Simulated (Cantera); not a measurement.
A closed system holds: 1 mol Fe3O4, 0.075 mol HCl, 0.56 mol N2, at 8500 Pa.

Equilibrium computed with Cantera from the NASA thermochemical tables; the gas is ideal and each condensed phase is pure. Candidate condensed phases: Fe, FeCl2, FeCl3, FeO, Fe(OH)2, Fe(OH)3, Fe2O3, Fe3O4, H2O, NH4Cl; 37 gas species. Mutual solubility and eutectic melting of coexisting phases are not modelled. Condensed phases not in the tables: FeOCl. The numbers say what is thermodynamically allowed, not how fast it happens.

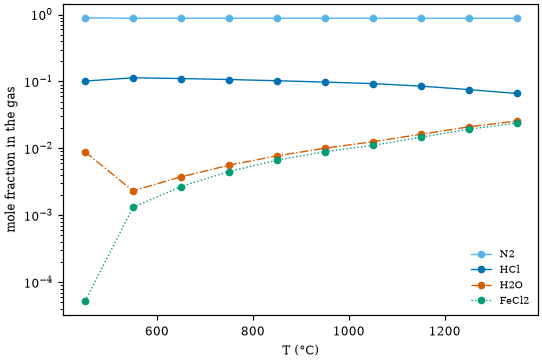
*Equilibrium gas composition (values under 1e-9 drawn at 1e-9)*

Task: Read off the mole fractions at 850 °C.

Result: N2 about 0.88, HCl about 0.10, H2O about 0.0077, FeCl2 about 0.0067.
